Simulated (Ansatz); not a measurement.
Response to strain in Ti

Start from Ti in the hcp (Mg type) structure (space group P6_3/mmc, No. 194).

```xyz
2
Lattice="2.9359 0.0000 0.0000 -1.4679 2.5425 0.0000 0.0000 0.0000 4.6366" Properties=species:S:1:pos:R:3 pbc="T T T"
Ti     0.0000     1.6950     3.4774
Ti     1.4679     0.8475     1.1591
```

Cartesian axes are those of the cell as printed.

Strains are applied to the cell and any free atomic positions relax; under biaxial strain the out-of-plane vector relaxes too.

The values are results of r2SCAN/PAW in Ansatz (a program for electronic structure), spin-orbit coupling left out, not measurements.

Notes on the quantities. pressure: mean of the normal stresses, compression positive.

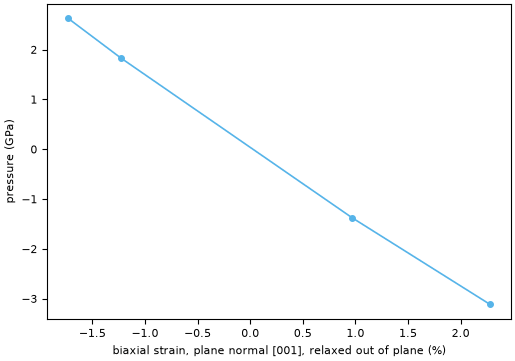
Pressure against biaxial strain, plane normal [001], relaxed out of plane

```csv
"biaxial strain, plane normal [001], relaxed out of plane (%)",pressure
-1.73,2.6 GPa
-1.23,1.8 GPa
0.97,-1.4 GPa
2.28,-3.1 GPa
```

Without a gap, meshes like the base's 18×18×10 leave anisotropic stresses uncertain by several tenths of a GPa, and small strain energies with them. Stability against distortions was not tested. The final runs are not spin-polarised.
